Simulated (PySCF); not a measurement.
C4H9Cl, SMILES CCCCCl, singlet at its GFN2-xTB optimised geometry (Å):

```
14

C      1.3364    -1.4332     0.0169
C      0.7765    -0.0167     0.0000
C     -0.7509    -0.0167     0.0000
C     -1.3360     1.3852     0.0000
Cl    -0.9521     2.2445    -1.5183
H      1.0007    -1.9873    -0.8567
H      2.4232    -1.4122     0.0123
H      1.0072    -1.9650     0.9072
H      1.1366     0.5283     0.8756
H      1.1338     0.5056    -0.8889
H     -1.1162    -0.5300     0.8936
H     -1.1158    -0.5613    -0.8732
H     -2.4232     1.3620     0.0729
H     -0.9240     1.9873     0.8101
```

Level of theory: PBE0/def2-TZVP (PySCF). Cells within 0.4 Å of a nucleus heavier than hydrogen are left out (blank, or x).

Map of the Laplacian of the electron density (e/bohr⁵), clipped to [-1.50, 1.50] on the plane z = 0.0 Å:

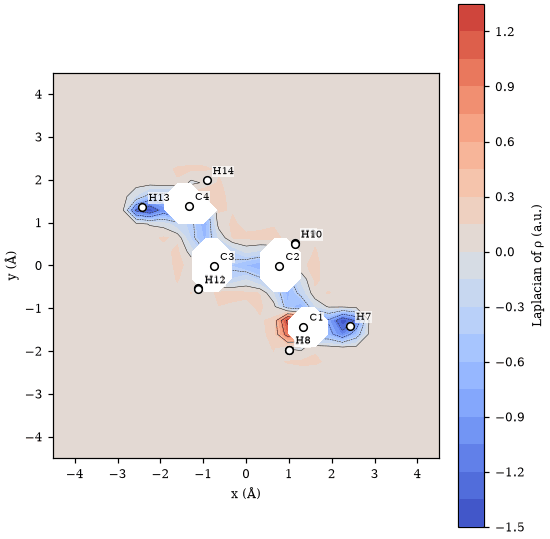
Laplacian of the electron density (e/bohr⁵), clipped to [-1.50, 1.50] on the plane z = 0.0 Å.
